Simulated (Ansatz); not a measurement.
# FGeHS: rotation by 180° about the Ge2–S3 bond

Aim: the minimum-energy path and barrier of the rotation by 180° about the Ge2–S3 bond. The ends are relaxed first, then joined by a nudged elastic band. SMILES of the start: [F][Ge][SH].

Method: RKS PBE0-D4/def2-TZVP, in Ansatz 0.2.0.

## (1) Starting point

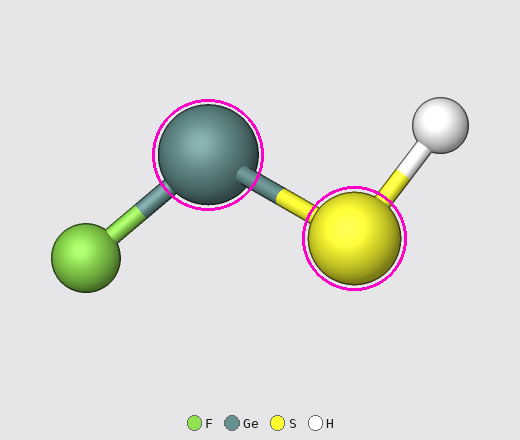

Start, viewed from a chosen angle; fluorine green, germanium teal, sulfur yellow, hydrogen white. Ringed: Ge2, S3.

As a file:

```xyz
4

F    -1.9974    0.4780    0.7464
Ge   -0.3884   -0.0247    0.8991
S     0.5598   -0.0311   -1.1083
H     1.8816   -0.4825   -0.5574
```

## (2) Relaxing end A

File input.yaml:

```yaml
crystal:
  periodic: [false, false, false]
  atoms:
    - { symbol: F, position_ang: [-1.9974, 0.478, 0.7464] }
    - { symbol: Ge, position_ang: [-0.3884, -0.0247, 0.8991] }
    - { symbol: S, position_ang: [0.5598, -0.0311, -1.1083] }
    - { symbol: H, position_ang: [1.8816, -0.4825, -0.5574] }
basis:
  gaussian: { orbitals: def2-TZVP }
hamiltonian:
  xc: pbe0
  dispersion: d4
relax:
  f_tol: 0.015
  max_steps: 40
output:
  orbitals: {}
```

On the command line:

```console
$ ansatz run input.yaml --threads 2 --pin off --max-ram 3072MiB --backend cpu --events-out ev --progress --plain --runs-dir out
```

Log, cut to the lines that bear on the results:

```text
Warning: RAYON_NUM_THREADS=2 ignored (pool sized by the plan → 2); use --threads N
[...]
Functional definition: PBE0
[...]
872 factors; their error is unknown
[...]
mean field -70076.13164640 eV, -2575.2503386973 hartree, gradient 7.4e-5 eV, S^2 0.000000; 0 other end points of the search recorded, 0 dependent functions left out
[...]
reference -70076.13166574 eV, -2575.2503394078 hartree; 29, 29 occupied and 93, 93 virtual orbitals, 872 factors
relax step   1: F+E_penalty+E_count = -70076.20254845 eV  Δ(F+E_penalty+E_count) = +0.000e0 eV  max|allowed force component| = 2.592e0 eV/Å  Δτ_max = 0.0000 Å  (26 SCF iters, accepted)
[...]
relax step   5: F+E_penalty+E_count = -70076.65724648 eV  Δ(F+E_penalty+E_count) = -3.356e-4 eV  max|allowed force component| = 2.974e-2 eV/Å  Δτ_max = 0.0110 Å  (31 SCF iters, accepted)
[...]
relax step   6: F+E_penalty+E_count = -70076.65728459 eV  Δ(F+E_penalty+E_count) = -3.811e-5 eV  max|allowed force component| = 4.639e-3 eV/Å  Δτ_max = 0.0026 Å  (32 SCF iters, accepted)
872 factors; their error is unknown
[...]
mean field -70076.58532055 eV, -2575.2670109145 hartree, gradient 1.3e-5 eV, S^2 0.000000; 1 other end points of the search recorded, 0 dependent functions left out
[...]
reference -70076.58533989 eV, -2575.2670116254 hartree; 29, 29 occupied and 93, 93 virtual orbitals, 872 factors
Total energy: -70076.65730394 eV, -2575.2696562553 hartree
Atom 0 at    -1.911262     0.471018     0.573044 Å, force    -0.002499     0.001981    -0.000679 eV/Å
Atom 1 at    -0.304625    -0.063417     1.041715 Å, force     0.001025    -0.002078     0.004220 eV/Å
Atom 2 at     0.532482    -0.026650    -1.030085 Å, force    -0.001664    -0.000331    -0.004639 eV/Å
Atom 3 at     1.739005    -0.441250    -0.604874 Å, force     0.003138     0.000429     0.001098 eV/Å
Dipole moment:     0.435987    -0.163957     0.264069 e Å
```

Wall time 11 s (2 threads of Intel Xeon Platinum 8375C at 2.90GHz (Ice Lake), shared host); peak memory 0.25 GiB.

Step by step:

```csv
step,energy from step 1 (eV),largest force component (eV/Å)
1,0.0000,2.5921
2,-0.4134,0.9684
3,-0.4476,0.4531
4,-0.4544,0.0313
5,-0.4547,0.0297
6,-0.4547,0.0046
```

Step 1 is the start.

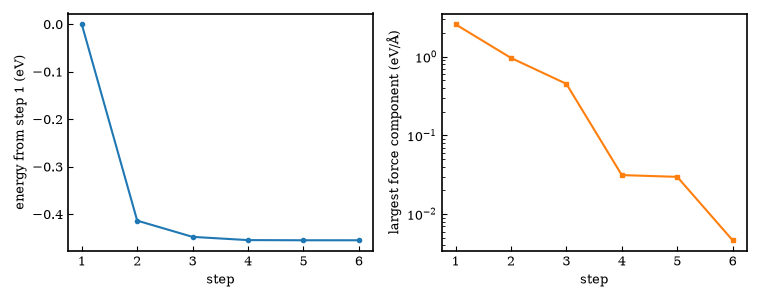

How energy and force went from step to step.

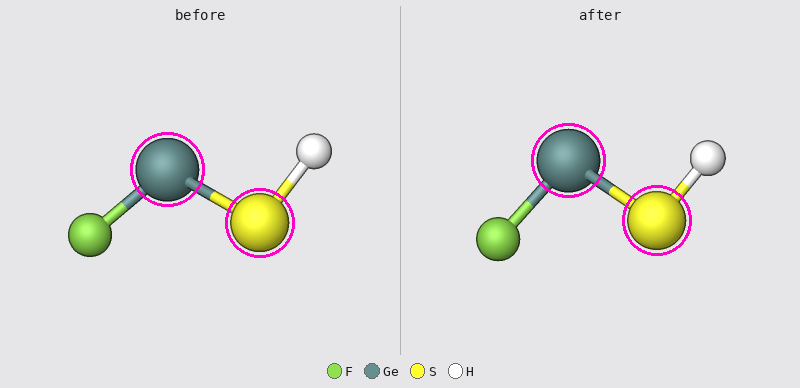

Before and after, at one scale.

After: Bond lengths: F1–Ge2 1.757 Å, Ge2–S3 2.235 Å, S3–H4 1.345 Å. Angles: F1–Ge2–S3 95.2°, Ge2–S3–H4 92.2°.

## (3) End point B

The second end starts from a geometry with the move made by hand.

input.yaml, as its differences from that of step 2:

```diff
@@ -6,3 +6,3 @@
     - { symbol: S, position_ang: [0.5598, -0.0311, -1.1083] }
-    - { symbol: H, position_ang: [1.8816, -0.4825, -0.5574] }
+    - { symbol: H, position_ang: [-0.70415, 0.41991, -1.78166] }
 basis:
@@ -15,3 +15 @@
   max_steps: 40
-output:
-  orbitals: {}
```

On the command line:

```console
$ ansatz run input.yaml --threads 2 --pin off --max-ram 3072MiB --backend cpu --events-out ev --progress --plain --runs-dir out
```

Log, cut to the lines that bear on the results:

```text
Warning: RAYON_NUM_THREADS=2 ignored (pool sized by the plan → 2); use --threads N
[...]
Functional definition: PBE0
[...]
872 factors; their error is unknown
[...]
mean field -70076.14701893 eV, -2575.2509036274 hartree, gradient 4.6e-5 eV, S^2 0.000000; 0 other end points of the search recorded, 0 dependent functions left out
[...]
reference -70076.14703872 eV, -2575.2509043545 hartree; 29, 29 occupied and 93, 93 virtual orbitals, 872 factors
relax step   1: F+E_penalty+E_count = -70076.21866075 eV  Δ(F+E_penalty+E_count) = +0.000e0 eV  max|allowed force component| = 2.649e0 eV/Å  Δτ_max = 0.0000 Å  (26 SCF iters, accepted)
[...]
relax step   6: F+E_penalty+E_count = -70076.64045782 eV  Δ(F+E_penalty+E_count) = -7.685e-5 eV  max|allowed force component| = 5.208e-2 eV/Å  Δτ_max = 0.0075 Å  (29 SCF iters, accepted)
[...]
relax step   7: F+E_penalty+E_count = -70076.64064273 eV  Δ(F+E_penalty+E_count) = -1.849e-4 eV  max|allowed force component| = 2.462e-3 eV/Å  Δτ_max = 0.0075 Å  (31 SCF iters, accepted)
872 factors; their error is unknown
[...]
mean field -70076.56825685 eV, -2575.2663838352 hartree, gradient 1.1e-5 eV, S^2 0.000000; 1 other end points of the search recorded, 0 dependent functions left out
[...]
reference -70076.56827640 eV, -2575.2663845537 hartree; 29, 29 occupied and 93, 93 virtual orbitals, 872 factors
Total energy: -70076.64066228 eV, -2575.2690446858 hartree
Atom 0 at    -1.960863     0.485428     0.577325 Å, force    -0.001548     0.000992    -0.001781 eV/Å
Atom 1 at    -0.324653    -0.047436     0.958424 Å, force     0.002462    -0.001225     0.001212 eV/Å
Atom 2 at     0.466114    -0.005028    -1.138999 Å, force     0.000837     0.000105     0.000588 eV/Å
Atom 3 at    -0.710747     0.409147    -1.641210 Å, force    -0.001751     0.000129    -0.000019 eV/Å
Dipole moment:     0.155580    -0.063217     0.132657 e Å
```

Wall time 12 s (2 threads of Intel Xeon Platinum 8375C at 2.90GHz (Ice Lake), shared host); peak memory 0.26 GiB.

Relaxation path:

```csv
step,energy from step 1 (eV),largest force component (eV/Å)
1,0.0000,2.6487
2,-0.3280,0.8192
3,-0.4036,0.4360
4,-0.4184,0.1720
5,-0.4217,0.0719
6,-0.4218,0.0521
7,-0.4220,0.0025
```

Step 1 is the start.

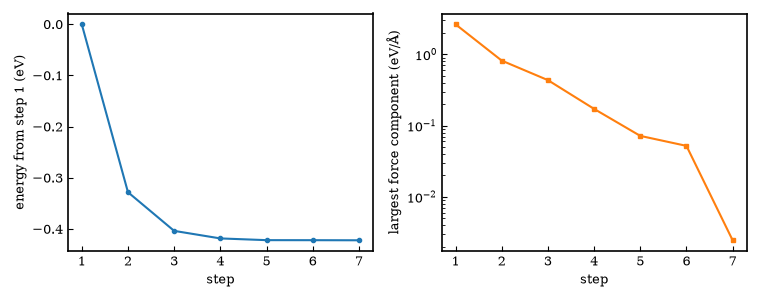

How energy and force went from step to step.

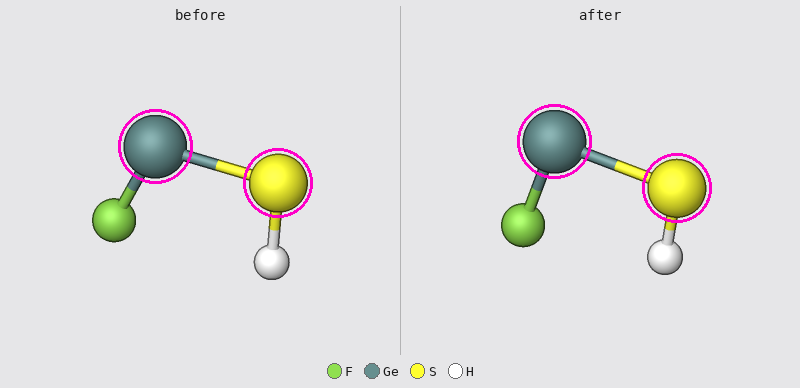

Before and after, at one scale.

After: Bond lengths: F1–Ge2 1.762 Å, Ge2–S3 2.242 Å, S3–H4 1.345 Å. Angles: F1–Ge2–S3 96.9°, Ge2–S3–H4 92.7°.

## (4) Nudged elastic band

crystal.atoms is end A as relaxed above, and neb.final_atoms is end B, turned to lie on A. With 9 inner images the band has 11 in all. The start path is listed, through a guess of the saddle.

File input.yaml:

```yaml
crystal:
  periodic: [false, false, false]
  atoms:
    - { symbol: F, position_ang: [-1.911262, 0.471018, 0.573044] }
    - { symbol: Ge, position_ang: [-0.304625, -0.063417, 1.041715] }
    - { symbol: S, position_ang: [0.532482, -0.02665, -1.030085] }
    - { symbol: H, position_ang: [1.739005, -0.44125, -0.604874] }
basis:
  gaussian: { orbitals: def2-TZVP }
hamiltonian:
  xc: pbe0
  dispersion: d4
neb:
  order_check: false
  images: 9
  f_tol: 0.05
  max_iterations: 60
  final_atoms:
    - { symbol: F, position_ang: [-1.54191231, 0.41826643, 0.1398933] }
    - { symbol: Ge, position_ang: [-0.30403197, -0.09283861, 1.28566272] }
    - { symbol: S, position_ang: [1.34346256, -0.3753531, -0.20840604] }
    - { symbol: H, position_ang: [0.55808172, -0.01037373, -1.23734998] }
  initial_path:
    images:
      - { positions_ang: [[-1.911262, 0.471018, 0.573044], [-0.304625, -0.063417, 1.041715], [0.532482, -0.02665, -1.030085], [1.739005, -0.44125, -0.604874]] }
      - { positions_ang: [[-1.90542302, 0.36998223, 0.57899516], [-0.30469676, 0.04114527, 1.02717597], [0.60606059, 0.07224215, -1.00313496], [1.65965919, -0.54366865, -0.62323616]] }
      - { positions_ang: [[-1.89958405, 0.26894646, 0.58494632], [-0.30476853, 0.14570755, 1.01263694], [0.67963919, 0.17113429, -0.97618493], [1.58031339, -0.6460873, -0.64159833]] }
      - { positions_ang: [[-1.89374507, 0.1679107, 0.59089748], [-0.30484029, 0.25026982, 0.99809791], [0.75321778, 0.27002644, -0.94923489], [1.50096758, -0.74850595, -0.65996049]] }
      - { positions_ang: [[-1.88790609, 0.06687493, 0.59684864], [-0.30491206, 0.35483209, 0.98355888], [0.82679638, 0.36891858, -0.92228485], [1.42162177, -0.8509246, -0.67832266]] }
      - { positions_ang: [[-1.88206711, -0.03416084, 0.60279979], [-0.30498382, 0.45939437, 0.96901984], [0.90037497, 0.46781073, -0.89533482], [1.34227596, -0.95334326, -0.69668482]] }
      - { positions_ang: [[-1.81403615, 0.05632461, 0.5102185], [-0.30479345, 0.34894777, 1.03234842], [0.98899249, 0.29917796, -0.75794906], [1.18543711, -0.76474935, -0.80481785]] }
      - { positions_ang: [[-1.74600519, 0.14681007, 0.4176372], [-0.30460308, 0.23850118, 1.09567699], [1.07761001, 0.1305452, -0.62056331], [1.02859827, -0.57615544, -0.91295088]] }
      - { positions_ang: [[-1.67797423, 0.23729552, 0.3250559], [-0.30441271, 0.12805458, 1.15900557], [1.16622753, -0.03808757, -0.48317755], [0.87175942, -0.38756154, -1.02108392]] }
      - { positions_ang: [[-1.60994327, 0.32778097, 0.2324746], [-0.30422234, 0.01760799, 1.22233414], [1.25484504, -0.20672033, -0.3457918], [0.71492057, -0.19896763, -1.12921695]] }
      - { positions_ang: [[-1.54191231, 0.41826643, 0.1398933], [-0.30403197, -0.09283861, 1.28566272], [1.34346256, -0.3753531, -0.20840604], [0.55808172, -0.01037373, -1.23734998]] }
```

On the command line:

```console
$ ansatz run input.yaml --threads 2 --pin off --max-ram 3072MiB --backend cpu --events-out ev --progress --plain --runs-dir out
```

Log, cut to the lines that bear on the results:

```text
Warning: RAYON_NUM_THREADS=2 ignored (pool sized by the plan → 2); use --threads N
[...]
Functional definition: PBE0
[...]
872 factors; their error is unknown
[...]
mean field -70076.58531342 eV, -2575.2670106525 hartree, gradient 7.6e-5 eV, S^2 0.000000; 0 other end points of the search recorded, 0 dependent functions left out
[...]
reference -70076.58533313 eV, -2575.2670113770 hartree; 29, 29 occupied and 93, 93 virtual orbitals, 872 factors
872 factors; their error is unknown
mean field -70076.56824769 eV, -2575.2663834988 hartree, gradient 5.4e-5 eV, S^2 0.000000; 0 other end points of the search recorded, 0 dependent functions left out
[...]
reference -70076.56826710 eV, -2575.2663842119 hartree; 29, 29 occupied and 93, 93 virtual orbitals, 872 factors
NEB end point (image 0): max|allowed force component| = 4.366e-3 eV/Å (the criterion of neb.relax_end_points is 1.000e-2)
[...]
NEB iter   9: max|band force component| = 2.303e-1 eV/Å  barrier→ = 0.4329 eV  barrier← = 0.4163 eV  CI = image 5  Δτ_max = 0.0177 Å  (272 SCF iters)
NEB iter  10: max|band force component| = 5.554e-2 eV/Å  barrier→ = 0.4329 eV  barrier← = 0.4163 eV  CI = image 5  Δτ_max = 0.0023 Å  (241 SCF iters)
[...]
NEB iter  11: max|band force component| = 1.121e-2 eV/Å  barrier→ = 0.4329 eV  barrier← = 0.4163 eV  CI = image 5  Δτ_max = 0.0000 Å  (453 SCF iters)
Total energy: -70076.22436650 eV, -2575.2537460982 hartree
Atom 0 at    -1.817713    -0.069596     0.509195 Å, force    -0.003245    -0.001300    -0.001201 eV/Å
Atom 1 at    -0.241732     0.475977     1.055431 Å, force     0.003676     0.001115     0.000701 eV/Å
Atom 2 at     0.886409     0.403792    -0.929352 Å, force    -0.000013    -0.000036     0.000332 eV/Å
Atom 3 at     1.228637    -0.870473    -0.655474 Å, force    -0.000418     0.000221     0.000168 eV/Å
Dipole moment:     0.241374    -0.015111     0.355921 e Å
this run last wrote the band of iteration 11 to <dir>
```

It took 2.5 min on 2 threads of Intel Xeon Platinum 8375C at 2.90GHz (Ice Lake), shared host; peak memory 0.3 GiB.

## (5) What the band shows

Images 0 and 10 are the ends. Energies count from image 0; the path length is the program's own measure over all atoms.

| image | path (Å) | energy (eV) | dihedral F1–Ge2–S3–H4 (°) | band force (eV/Å) |
| --- | --- | --- | --- | --- |
| 0 | 0.000 | 0.0000 | -180 | - |
| 1 | 0.240 | 0.0411 | -162 | 0.001 |
| 2 | 0.481 | 0.1468 | -144 | 0.002 |
| 3 | 0.721 | 0.2787 | -126 | 0.008 |
| 4 | 0.962 | 0.3891 | -108 | 0.005 |
| 5* | 1.202 | 0.4329 | -90 | 0.004 |
| 6 | 1.437 | 0.3902 | -72 | 0.011 |
| 7 | 1.672 | 0.2814 | -54 | 0.011 |
| 8 | 1.907 | 0.1532 | -35 | 0.011 |
| 9 | 2.143 | 0.0539 | -16 | 0.002 |
| 10 | 2.378 | 0.0166 | 0 | - |

The star marks the climbing image.

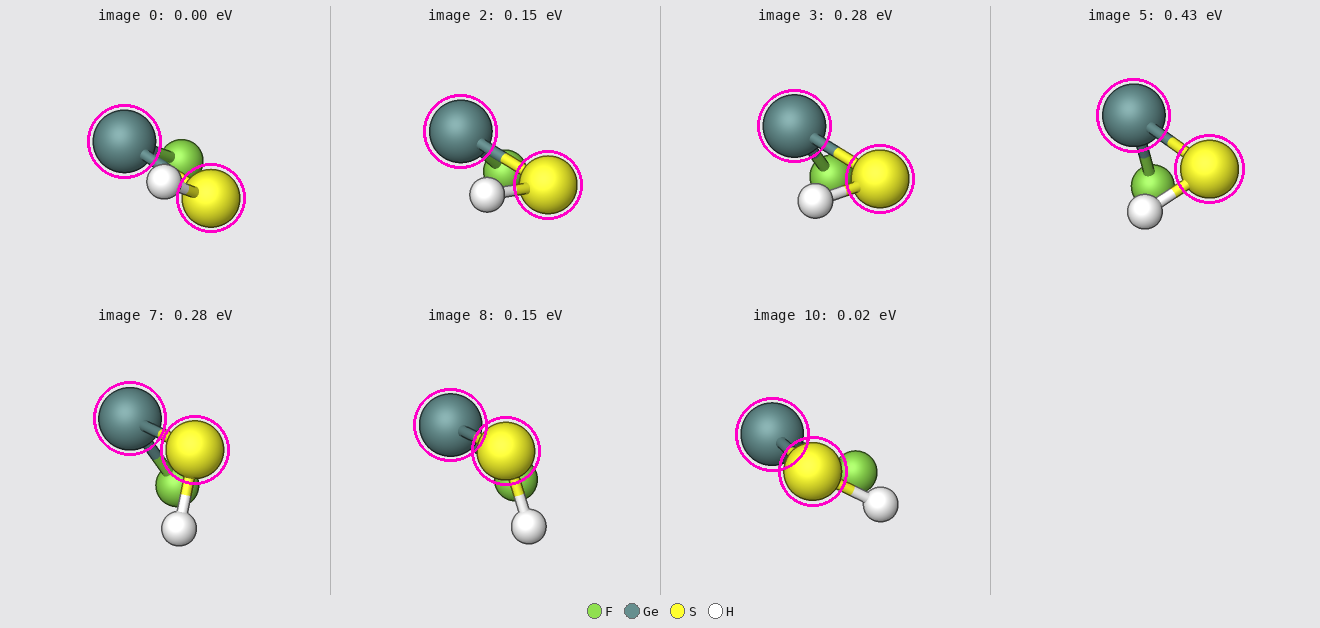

The images of the last band, seen from a free direction. Ringed: Ge2, S3. Sticks join atoms closer than a bonding distance in each image.

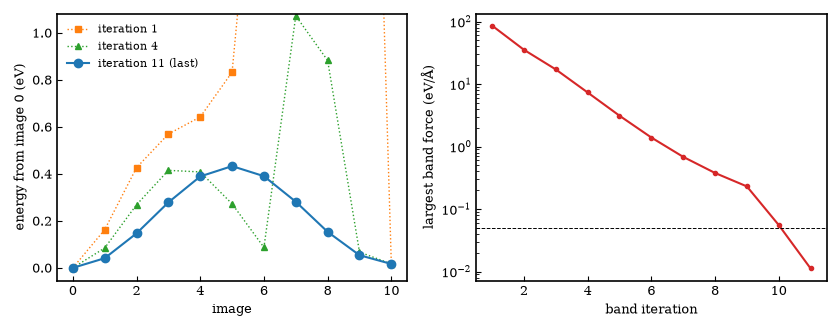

Left: energy of each image for early iterations and the last one (lines only join the points; early values far above the last band run off the scale). Right: the largest band force by iteration, with the threshold dashed.

How the highest energy settled:

```csv
iteration,highest image above image 0 (eV),largest band force (eV/Å)
1,21.4237,86.237
2,7.8473,35.422
3,3.2509,17.175
4,1.0724,7.346
5,0.5180,3.121
6,0.4273,1.396
7,0.4335,0.685
8,0.4333,0.378
9,0.4329,0.230
10,0.4329,0.056
11,0.4329,0.011
```

The band as a trajectory file:

```xyz
4
image=0 dE=0.0000
F    -1.911    0.471    0.573
Ge   -0.305   -0.063    1.042
S     0.532   -0.027   -1.030
H     1.739   -0.441   -0.605
4
image=1 dE=0.0411
F    -1.927    0.371    0.563
Ge   -0.273    0.031    1.045
S     0.582    0.100   -1.022
H     1.674   -0.562   -0.606
4
image=2 dE=0.1468
F    -1.923    0.267    0.548
Ge   -0.248    0.128    1.050
S     0.647    0.212   -1.010
H     1.580   -0.667   -0.608
4
image=3 dE=0.2787
F    -1.903    0.157    0.532
Ge   -0.232    0.234    1.058
S     0.722    0.301   -0.993
H     1.469   -0.752   -0.617
4
image=4 dE=0.3891
F    -1.867    0.042    0.518
Ge   -0.229    0.349    1.062
S     0.802    0.367   -0.967
H     1.350   -0.818   -0.634
4
image=5 dE=0.4329
F    -1.818   -0.070    0.509
Ge   -0.242    0.476    1.055
S     0.886    0.404   -0.929
H     1.229   -0.870   -0.655
4
image=6 dE=0.3902
F    -1.793   -0.034    0.409
Ge   -0.255    0.428    1.122
S     1.064    0.445   -0.740
H     1.039   -0.899   -0.811
4
image=7 dE=0.2814
F    -1.757    0.086    0.307
Ge   -0.262    0.288    1.208
S     1.244    0.361   -0.494
H     0.831   -0.795   -1.041
4
image=8 dE=0.1532
F    -1.696    0.243    0.236
Ge   -0.277    0.111    1.267
S     1.358    0.130   -0.293
H     0.671   -0.544   -1.230
4
image=9 dE=0.0539
F    -1.619    0.362    0.190
Ge   -0.298   -0.027    1.287
S     1.380   -0.147   -0.206
H     0.593   -0.249   -1.291
4
image=10 dE=0.0166
F    -1.542    0.418    0.140
Ge   -0.304   -0.093    1.286
S     1.343   -0.375   -0.208
H     0.558   -0.010   -1.237
```

## (6) Frequencies at the highest image

The geometry is the highest inner image of the first converged band.

File input.yaml:

```yaml
crystal:
  periodic: [false, false, false]
  atoms:
    - { symbol: F, position_ang: [-1.817713, -0.069596, 0.509195] }
    - { symbol: Ge, position_ang: [-0.241732, 0.475977, 1.055431] }
    - { symbol: S, position_ang: [0.886409, 0.403792, -0.929352] }
    - { symbol: H, position_ang: [1.228637, -0.870473, -0.655474] }
basis:
  gaussian: { orbitals: def2-TZVP }
hamiltonian:
  xc: pbe0
  dispersion: d4
phonons: {}
```

On the command line:

```console
$ ansatz run input.yaml --threads 2 --pin off --max-ram 3072MiB --backend cpu --events-out ev --progress --plain --runs-dir out
```

Log, cut to the lines that bear on the results:

```text
Warning: RAYON_NUM_THREADS=2 ignored (pool sized by the plan → 2); use --threads N
[...]
Functional definition: PBE0
[...]
872 factors; their error is unknown
[...]
mean field -70076.15260265 eV, -2575.2511088253 hartree, gradient 2.3e-5 eV, S^2 0.000000; 0 other end points of the search recorded, 0 dependent functions left out
[...]
reference -70076.15262249 eV, -2575.2511095541 hartree; 29, 29 occupied and 93, 93 virtual orbitals, 872 factors
[...]
872 factors; their error is unknown
mean field -70076.15251849 eV, -2575.2511057322 hartree, gradient 2.8e-6 eV, S^2 0.000000; 0 other end points of the search recorded, 0 dependent functions left out
[...]
reference -70076.15253832 eV, -2575.2511064610 hartree; 29, 29 occupied and 93, 93 virtual orbitals, 872 factors
[...]
872 factors; their error is unknown
mean field -70076.15256276 eV, -2575.2511073591 hartree, gradient 3.0e-6 eV, S^2 0.000000; 0 other end points of the search recorded, 0 dependent functions left out
[...]
reference -70076.15261428 eV, -2575.2511092526 hartree; 29, 29 occupied and 93, 93 virtual orbitals, 872 factors
[...]
872 factors; their error is unknown
[...]
mean field -70076.15260105 eV, -2575.2511087663 hartree, gradient 1.9e-6 eV, S^2 0.000000; 0 other end points of the search recorded, 0 dependent functions left out
[...]
reference -70076.15262088 eV, -2575.2511094951 hartree; 29, 29 occupied and 93, 93 virtual orbitals, 872 factors
WARN: phonons: modes at or below zero, which the zero-point energy, F, S and C_V leave out: 1, the lowest at -385.61 cm⁻¹. A minimum has none, and a first-order saddle one
Total energy: -70076.22436091 eV, -2575.2537458925 hartree
Atom 0 at    -1.817713    -0.069596     0.509195 Å, force    -0.003192    -0.001260    -0.001202 eV/Å
Atom 1 at    -0.241732     0.475977     1.055431 Å, force     0.003648     0.001086     0.000677 eV/Å
Atom 2 at     0.886409     0.403792    -0.929352 Å, force    -0.000078    -0.000048     0.000357 eV/Å
Atom 3 at     1.228637    -0.870473    -0.655474 Å, force    -0.000378     0.000221     0.000169 eV/Å
Dipole moment:     0.241373    -0.015111     0.355922 e Å
Vibrations: -385.61 200.89 363.89 551.70 661.94 2679.53 cm⁻¹, zero-point energy 0.276357 eV
```

Wall time 25 s (2 threads of Intel Xeon Platinum 8375C at 2.90GHz (Ice Lake), shared host); peak memory 0.25 GiB.

Of 6 modes, 1 is imaginary by more than 30 cm⁻¹ (386i cm⁻¹).

## (7) Summary of results

| quantity | value |
| --- | --- |
| end A | 5 moves, 0.455 eV lower |
| end B | 6 moves, 0.422 eV lower |
| barrier forwards | 0.433 eV |
| barrier backwards | 0.416 eV |
| second end relative to first | +0.017 eV |
| highest image | 5 of 0 to 10, climbing |
| band iterations | 11 |
| imaginary modes at the top | 386i cm⁻¹ |

The barrier from the first end is 0.43 eV, 17 times kT at 300 K, which at an assumed attempt frequency of 10^13 s⁻¹ means a rate near 10^6 s⁻¹. The second end lies 0.017 eV above the first, so the way back costs 0.42 eV. The listed dihedral goes from -180° at end A through -90° at the highest image to 0° at end B. One imaginary mode, as a first-order saddle point has. Zero-point energy and entropy are left out.
